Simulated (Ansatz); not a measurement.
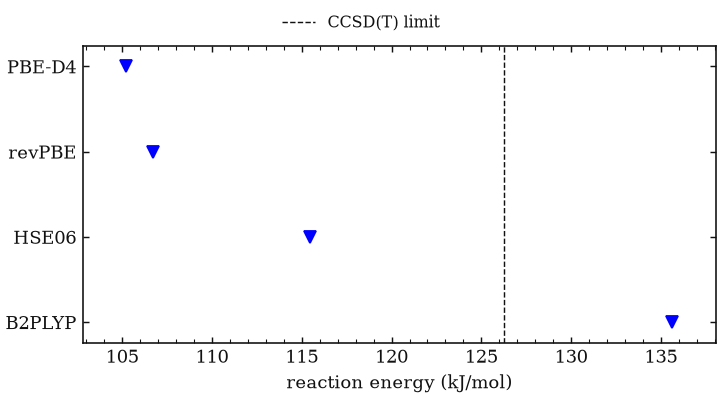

Electronic reaction energy of SiN₂H₆O (N[SiH](N)O) + SiH₄ ([SiH4]) → Si₂N₂H₈ (N[SiH](N)[SiH3]) + H₂O (O) (SMILES in brackets) at several levels (functionals in def2-TZVPP unless a basis is named), isolated molecules at PBE0-D4 triple-zeta geometries, minima by their frequencies, no zero-point or thermal terms, the Ansatz code. The line is frozen-core CCSD(T) at the basis limit (MP2 extrapolated from triple and quadruple zeta, plus CCSD(T) less MP2 in a smaller set). B2PLYP holds a correlation term that converges slowly with the basis, so part of the distance to the limit is basis error. No dispersion term is added to revPBE, HSE06 and B2PLYP. The limit lies 4.3 kJ/mol from CCSD(T)/def2-TZVPP, so the line itself is uncertain by a part of that.

What range do the values span, the line included?

Answer. From 105.2 kJ/mol (PBE-D4) to 135.6 kJ/mol (B2PLYP).

Give the values.

Answer.
```
        level  kJ/mol  less CCSD(T) limit
       PBE-D4   105.2               −21.0
       revPBE   106.7               −19.5
        HSE06   115.5               −10.8
       B2PLYP   135.6                 9.4
CCSD(T) limit   126.3                 0.0
```
